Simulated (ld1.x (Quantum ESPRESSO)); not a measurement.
Pd: pseudopotential generation (part 2 of 2)

The same run, continued: palladium (Pd, Z = 46), core [Kr], reference valence 4d8.5 5s0 5p0 (an ion of charge +1.5), valence charge 10. Method: RRKJ potential, PBEsol, scalar-relativistic, made with ld1.x (Quantum ESPRESSO) 7.5.

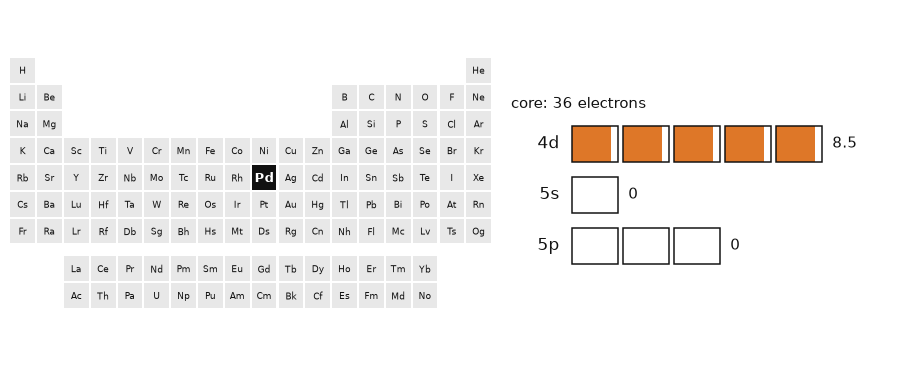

Left, the place of palladium in the periodic table; right, the valence shells of the reference configuration: a box for each of the 2l + 1 orbitals, shaded by the share of the shell that is filled, with the electron count at the right.

### Output of the test run (extracts), continued
```
     ---------------------- Testing the pseudopotential ----------------------

     Pd
     scalar relativistic calculation

     atomic number is 46.00   valence charge is 10.00
     dft =PBESOL   lsd =0 sic =0 latt =0  beta=0.20 tr2=1.0E-14
     mesh =1235 r(mesh) =  99.12271 xmin = -7.00 dx = 0.01250

     n l     nl             e AE (Ry)        e PS (Ry)    De AE-PS (Ry)
     3 2     4D   1( 9.00)       -1.07438       -1.06604       -0.00834  !
     1 0     5S   1( 0.00)       -0.80812       -0.80935        0.00123
     2 1     5P   1( 0.00)       -0.45059       -0.45234        0.00175

     eps = 8.1E-15  iter = 12

     Etot =  -10086.196958 Ry,   -5043.098479 Ha, -137229.700583 eV
     Etotps =   -79.829635 Ry,     -39.914818 Ha,   -1086.137519 eV
     dEtot_ae =      -0.648265 Ry
     dEtot_ps =      -0.645988 Ry,   Delta E=      -0.002276 Ry

     Ekin =      55.180891 Ry,      27.590446 Ha,     750.774271 eV
     Encl =     -85.923786 Ry,     -42.961893 Ha,   -1169.052662 eV
     Ehrt =      50.379130 Ry,      25.189565 Ha,     685.442979 eV
     Ecxc =     -35.191820 Ry,     -17.595910 Ha,    -478.809101 eV
     (Ecc =     -21.263026 Ry,     -10.631513 Ha,    -289.298210 eV)
     Epseu=     -64.274050 Ry,     -32.137025 Ha,    -874.493006 eV

     ---------------------- End of pseudopotential test ----------------------

     ---------------------- Testing the pseudopotential ----------------------

     Pd
     scalar relativistic calculation

     atomic number is 46.00   valence charge is 10.00
     dft =PBESOL   lsd =0 sic =0 latt =0  beta=0.20 tr2=1.0E-14
     mesh =1235 r(mesh) =  99.12271 xmin = -7.00 dx = 0.01250

     n l     nl             e AE (Ry)        e PS (Ry)    De AE-PS (Ry)
     3 2     4D   1( 8.00)       -2.00795       -2.02149        0.01354  !
     1 0     5S   1( 0.00)       -1.48215       -1.48297        0.00082
     2 1     5P   1( 0.00)       -1.02340       -1.02234       -0.00106

     eps = 4.7E-16  iter = 14

     Etot =  -10084.666889 Ry,   -5042.333444 Ha, -137208.882937 eV
     Etotps =   -78.298603 Ry,     -39.149301 Ha,   -1065.306759 eV
     dEtot_ae =       0.881804 Ry
     dEtot_ps =       0.885044 Ry,   Delta E=      -0.003240 Ry

     Ekin =      52.754376 Ry,      26.377188 Ha,     717.759850 eV
     Encl =     -77.342705 Ry,     -38.671352 Ha,   -1052.301106 eV
     Ehrt =      42.064897 Ry,      21.032448 Ha,     572.322076 eV
     Ecxc =     -34.192988 Ry,     -17.096494 Ha,    -465.219296 eV
     (Ecc =     -21.263026 Ry,     -10.631513 Ha,    -289.298210 eV)
     Epseu=     -61.582183 Ry,     -30.791091 Ha,    -837.868283 eV

     ---------------------- End of pseudopotential test ----------------------

     ---------------------- Testing the pseudopotential ----------------------

     Pd
     scalar relativistic calculation

     atomic number is 46.00   valence charge is 10.00
     dft =PBESOL   lsd =0 sic =0 latt =0  beta=0.20 tr2=1.0E-14
     mesh =1235 r(mesh) =  99.12271 xmin = -7.00 dx = 0.01250

     n l     nl             e AE (Ry)        e PS (Ry)    De AE-PS (Ry)
     3 2     4D   1( 9.50)       -0.66251       -0.65106       -0.01145  !
     1 0     5S   1( 0.00)       -0.50902       -0.51271        0.00369
     2 1     5P   1( 0.00)       -0.21038       -0.21378        0.00340

     eps = 9.4E-15  iter = 11

     Etot =  -10086.629427 Ry,   -5043.314713 Ha, -137235.584622 eV
     Etotps =   -80.256953 Ry,     -40.128477 Ha,   -1091.951478 eV
     dEtot_ae =      -1.080734 Ry
     dEtot_ps =      -1.073306 Ry,   Delta E=      -0.007427 Ry

     Ekin =      55.955232 Ry,      27.977616 Ha,     761.309714 eV
     Encl =     -89.872878 Ry,     -44.936439 Ha,   -1222.782798 eV
     Ehrt =      54.309458 Ry,      27.154729 Ha,     738.917821 eV
     Ecxc =     -35.588933 Ry,     -17.794466 Ha,    -484.212095 eV
     (Ecc =     -21.263026 Ry,     -10.631513 Ha,    -289.298210 eV)
     Epseu=     -65.059833 Ry,     -32.529916 Ha,    -885.184119 eV

     ---------------------- End of pseudopotential test ----------------------

     ---------------------- Testing the pseudopotential ----------------------

     Pd
     scalar relativistic calculation

     atomic number is 46.00   valence charge is 10.00
     dft =PBESOL   lsd =0 sic =0 latt =0  beta=0.20 tr2=1.0E-14
     mesh =1235 r(mesh) =  99.12271 xmin = -7.00 dx = 0.01250

     n l     nl             e AE (Ry)        e PS (Ry)    De AE-PS (Ry)
     3 2     4D   1( 7.00)       -3.05915       -3.11325        0.05409  !
     1 0     5S   1( 0.00)       -2.23851       -2.25072        0.01220  !
     2 1     5P   1( 0.00)       -1.69051       -1.69182        0.00131

     eps = 1.9E-15  iter =  9

     Etot =  -10082.142347 Ry,   -5041.071174 Ha, -137174.534798 eV
     Etotps =   -75.741326 Ry,     -37.870663 Ha,   -1030.513242 eV
     dEtot_ae =       3.406346 Ry
     dEtot_ps =       3.442321 Ry,   Delta E=      -0.035975 Ry

     Ekin =      49.188528 Ry,      24.594264 Ha,     669.244020 eV
     Encl =     -68.213459 Ry,     -34.106730 Ha,    -928.091395 eV
     Ehrt =      33.671463 Ry,      16.835731 Ha,     458.123591 eV
     Ecxc =     -32.966414 Ry,     -16.483207 Ha,    -448.530914 eV
     (Ecc =     -21.263026 Ry,     -10.631513 Ha,    -289.298210 eV)
     Epseu=     -57.421444 Ry,     -28.710722 Ha,    -781.258542 eV

     ---------------------- End of pseudopotential test ----------------------

     ---------------------- Testing the pseudopotential ----------------------

     Pd
     scalar relativistic calculation

     atomic number is 46.00   valence charge is 10.00
     dft =PBESOL   lsd =0 sic =0 latt =0  beta=0.20 tr2=1.0E-14
     mesh =1235 r(mesh) =  99.12271 xmin = -7.00 dx = 0.01250

     n l     nl             e AE (Ry)        e PS (Ry)    De AE-PS (Ry)
     3 2     4D   1( 9.00)       -0.62861       -0.62236       -0.00625  !
     1 0     5S   1( 0.00)       -0.41463       -0.41493        0.00031
     2 1     5P   1( 1.00)       -0.12427       -0.12478        0.00051

     eps = 7.6E-15  iter = 18

     Etot =  -10086.476891 Ry,   -5043.238446 Ha, -137233.509276 eV
     Etotps =   -80.110684 Ry,     -40.055342 Ha,   -1089.961387 eV
     dEtot_ae =      -0.928198 Ry
     dEtot_ps =      -0.927037 Ry,   Delta E=      -0.001161 Ry

     Ekin =      55.000448 Ry,      27.500224 Ha,     748.319218 eV
     Encl =     -90.603761 Ry,     -45.301881 Ha,   -1232.726972 eV
     Ehrt =      54.602268 Ry,      27.301134 Ha,     742.901700 eV
     Ecxc =     -35.377144 Ry,     -17.688572 Ha,    -481.330568 eV
     (Ecc =     -21.263026 Ry,     -10.631513 Ha,    -289.298210 eV)
     Epseu=     -63.732495 Ry,     -31.866247 Ha,    -867.124765 eV

     ---------------------- End of pseudopotential test ----------------------

     ---------------------- Testing the pseudopotential ----------------------

     Pd
     scalar relativistic calculation

     atomic number is 46.00   valence charge is 10.00
     dft =PBESOL   lsd =0 sic =0 latt =0  beta=0.20 tr2=1.0E-14
     mesh =1235 r(mesh) =  99.12271 xmin = -7.00 dx = 0.01250

     n l     nl             e AE (Ry)        e PS (Ry)    De AE-PS (Ry)
     3 2     4D   1( 6.00)       -4.20700       -4.31398        0.10699  !
     1 0     5S   1( 0.00)       -3.06384       -3.10819        0.04435  !
     2 1     5P   1( 0.00)       -2.43444       -2.44727        0.01283  !

     eps = 4.7E-15  iter =  7

     Etot =  -10078.517114 Ry,   -5039.258557 Ha, -137125.210983 eV
     Etotps =   -72.035830 Ry,     -36.017915 Ha,    -980.097394 eV
     dEtot_ae =       7.031579 Ry
     dEtot_ps =       7.147817 Ry,   Delta E=      -0.116238 Ry

     Ekin =      44.568573 Ry,      22.284286 Ha,     606.386326 eV
     Encl =     -58.781081 Ry,     -29.390540 Ha,    -799.757348 eV
     Ehrt =      25.661861 Ry,      12.830930 Ha,     349.147400 eV
     Ecxc =     -31.560345 Ry,     -15.780172 Ha,    -429.400363 eV
     (Ecc =     -21.263026 Ry,     -10.631513 Ha,    -289.298210 eV)
     Epseu=     -51.924838 Ry,     -25.962419 Ha,    -706.473409 eV

     ---------------------- End of pseudopotential test ----------------------
```

### Summary

- outcome: generated
- cutoffs needed: 110 Ry and 160 Ry (the cutoffs, on a coarse ladder, from which the occupation-weighted sum of valence levels, in a spherical-Bessel basis at the reference potential, stays within 10 and 1 mRy of its value at 400 Ry); ghost states and empty shells don't enter this sum
- ghost test: no ghost state below the valence levels in the p, d, s, f channels (spherical-Bessel basis up to 400 Ry, 20 bohr box)
- largest excitation error: -1581 meV (all-electron minus pseudo) for 4d6 5s0 5p0, out of 7 test configurations
- range over which the phases arctan(r u′/u) at the test radius agree within 0.05 rad (a looser test near the poles than one of phase shifts): s: up to about 1.3 Ry; p: up to about 4.0 Ry; d: up to about 0.1 Ry
- hardware: 1 CPU thread, shared host
- wall time: 4 s

### Remarks

An excitation error of 1581 meV in its own tests makes this a poorly transferable potential.
